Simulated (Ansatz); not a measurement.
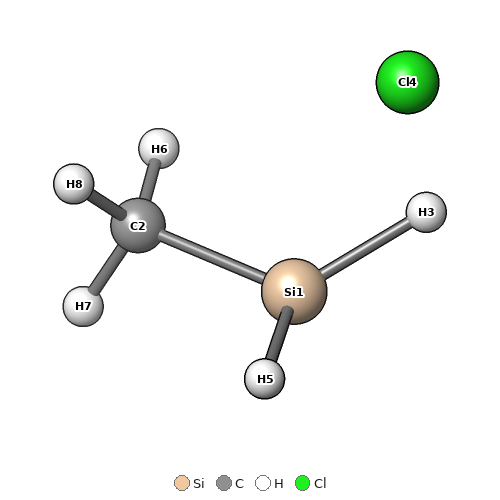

The system is the reacting system CH₅ClSi (fragments CH₄Si + ClH where the first distance is long, CH₅ClSi where the second is long); the picture shows the reference structure. 
- The first coordinate is: distance Si1–H3 (bond that forms); the second: distance H3–Cl4 (bond that breaks).
- Relaxed at each point: all other coordinates.
- The grid has 9 × 9 points.
- Points are written as (first, second).
- All energies are given in eV relative to a guessed transition structure relaxed with its forming and breaking bonds held.
- The reference is spin-restricted, so regions where a bond is pulled apart into radicals lie too high.
- The calculation used RKS r2SCAN-D4/def2-SVP in Ansatz.

Its coordinates:

```xyz
8

Si   -0.6322   -0.1207   -0.6474
C     0.8018    0.7527    0.1673
H    -0.6447   -1.6603   -0.8774
Cl   -0.8864   -2.3909    0.7132
H    -1.9168    0.5873   -0.3515
H     1.7208    0.1529    0.1001
H     0.9772    1.7215   -0.3313
H     0.5804    0.9573    1.2271
```

Range: distance Si1–H3 (bond that forms) from 1.278 to 2.778 Å; distance H3–Cl4 (bond that breaks) from 1.197 to 2.697 Å.

What landscape does the calculation give?

Answer. The lowest grid point is at (1.543 Å, 2.697 Å), −2.74 eV from a guessed transition structure relaxed with its forming and breaking bonds held. It lies at the edge of the scanned range, so the true minimum may lie outside. The highest grid point, (1.278 Å, 1.197 Å), lies 5.84 eV above the lowest. On the interpolated surface the lowest path from the side where the first distance is long, (2.778 Å, 1.308 Å), to the side where the second distance is long, about (1.47 Å, 2.70 Å), has its top at about (2.49 Å, 1.31 Å), about 0.02 eV above the start and 3.2 eV above the end.

```tsv
second ↓, first →	1.278	1.389	1.543	1.718	1.909	2.112	2.325	2.547	2.778
2.697	−2.30	−2.73	−2.74	−2.33	−1.65	−0.85	−0.03	0.73	1.41
2.466	−2.13	−2.50	−2.46	−2.00	−1.28	−0.45	0.38	1.15	1.82
2.244	−1.75	−2.09	−2.02	−1.52	−0.78	0.06	0.89	1.64	2.27
2.031	−1.17	−1.50	−1.42	−0.93	−0.21	0.59	1.34	1.95	2.41
1.828	−0.41	−0.77	−0.74	−0.33	0.26	0.87	1.38	1.76	2.02
1.637	0.45	−0.01	−0.13	0.07	0.41	0.75	1.03	1.24	1.38
1.462	1.30	0.68	0.32	0.25	0.34	0.48	0.61	0.70	0.74
1.308	2.18	1.38	0.80	0.52	0.42	0.42	0.44	0.44	0.43
1.197	3.09	2.18	1.45	1.03	0.82	0.72	0.67	0.63	0.59
```

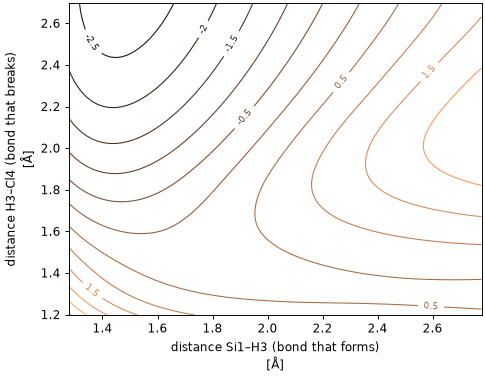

In the figure: contour lines labelled in eV. Between grid points the surface is interpolated.

Time for the 81 points that were run: 19 min on 1 thread of Arm Neoverse V1, on a shared host.
